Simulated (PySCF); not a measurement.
C₃H₄ClF₃, SMILES FC(F)(F)CCCl at its GFN2-xTB optimised geometry (Å):

```
11

F      1.5031     0.2606     0.0000
C      0.1619     0.2606     0.0000
F     -0.2228    -0.2544    -1.1744
F     -0.2175     1.5467     0.0000
C     -0.4148    -0.5113     1.1731
C      0.0404     0.1023     2.4914
Cl    -0.6485    -0.8222     3.8509
H     -1.5031    -0.4854     1.0905
H     -0.0784    -1.5467     1.0923
H      1.1257     0.0649     2.5894
H     -0.3074     1.1312     2.5882
```

Computed with CAM-B3LYP/def2-TZVP (PySCF 2.14.0). Cells within 0.4 Å of a nucleus heavier than hydrogen are left out (blank, or x).

Map of the deformation density (molecule minus spherical neutral atoms) (e/bohr³) on the plane z = 0.0 Å:

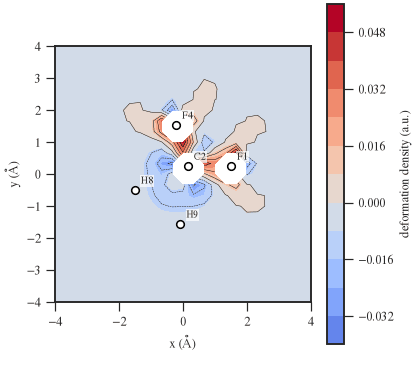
Fig. 1. Deformation density (molecule minus spherical neutral atoms) (e/bohr³) on the plane z = 0.0 Å.
